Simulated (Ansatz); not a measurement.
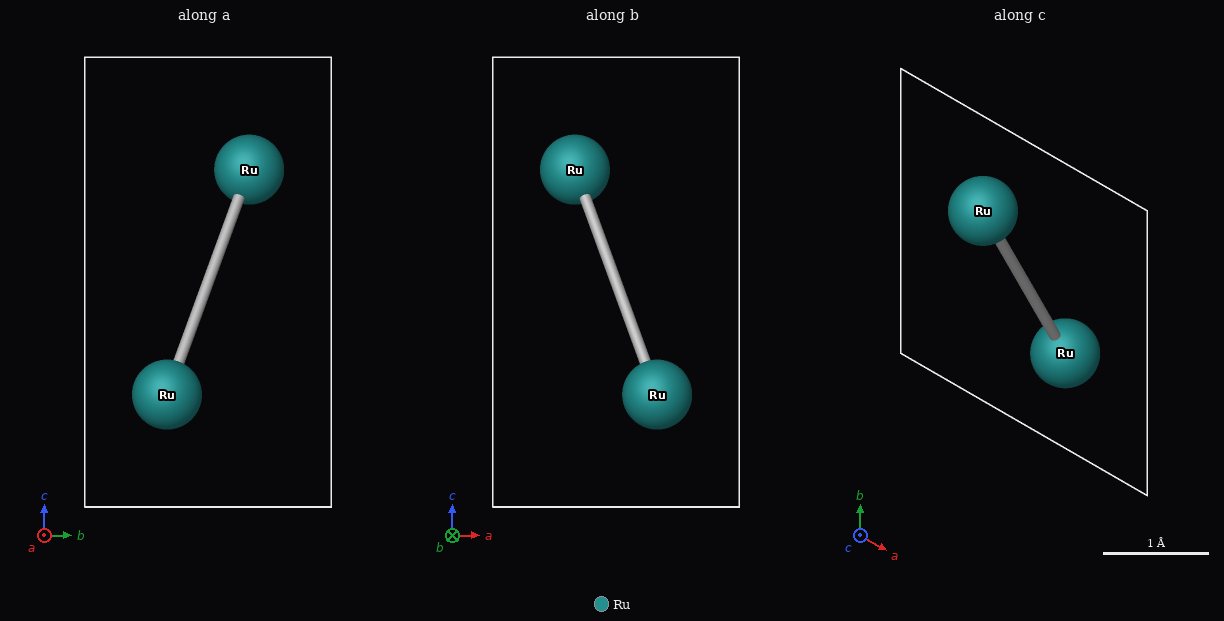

View along the a axis, along the b axis and along the c axis, drawn as a ball-and-stick model. Atoms at the boundary of the conventional unit cell (the box) are drawn once for each face, edge or corner they touch.

Lattice parameters: a = 2.7194 Å, b = 2.7194 Å, c = 4.2961 Å, α = 90.000°, β = 90.000°, γ = 120.000°.

Q: From the views, write a CIF in P1 with every atom of the cell.

A:
```cif
data_structure
_symmetry_space_group_name_H-M 'P 1'
_symmetry_Int_Tables_number 1
_cell_length_a 2.7194
_cell_length_b 2.7194
_cell_length_c 4.2961
_cell_angle_alpha 90.000
_cell_angle_beta 90.000
_cell_angle_gamma 120.000
_cell_volume 27.51
loop_
_atom_site_label
_atom_site_type_symbol
_atom_site_fract_x
_atom_site_fract_y
_atom_site_fract_z
_atom_site_occupancy
Ru1 Ru 0.3333 0.6667 0.7500 1
Ru2 Ru 0.6667 0.3333 0.2500 1
```

The initial geometry was the standard structure of this element. It was relaxed at fixed volume with Ansatz 0.2.0, DFT PBE, spin-orbit coupling, plane waves, PAW.
